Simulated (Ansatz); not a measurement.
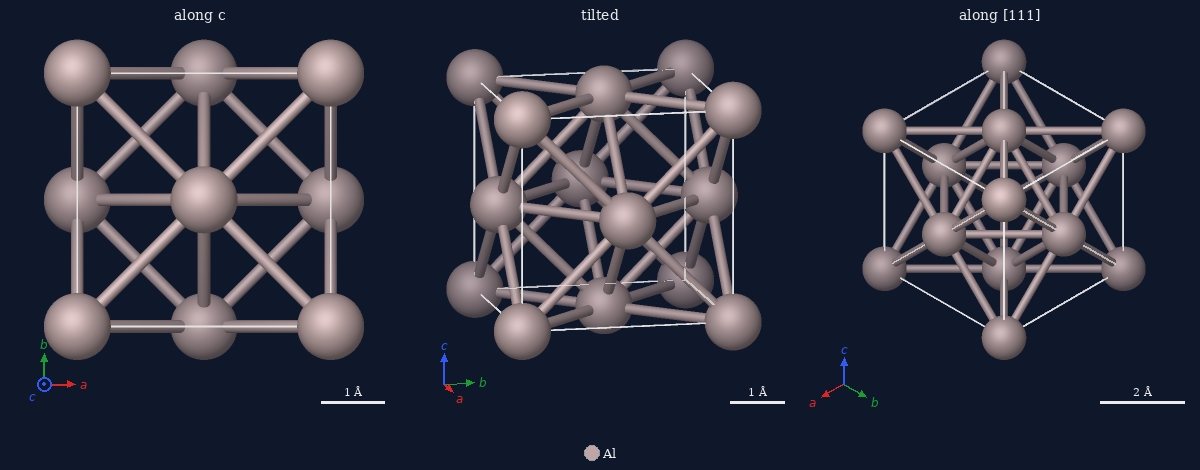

The structure above is drawn in ball-and-stick style and viewed along the c axis, slightly off an axis and along [111]. The lines enclose the conventional unit cell; boundary atoms appear with their images.

> How many atoms are there in one cell?

4 (aluminium), counting shared atoms by their share.

> Which of the Bravais lattices applies?

Face-centred cubic.

> What space-group symmetry does the structure have?

Fm-3m (No. 225), with Al on 4a.

> Give the prototype.

Face-centred cubic (Cu type).

> What is the topology of the bonding, in broad terms?

The bonds build a three-dimensional framework.

Its origin is the standard structure of this element. Earlier steps of the study may have refined or changed the cell and positions. A calculation with Ansatz used it as input.
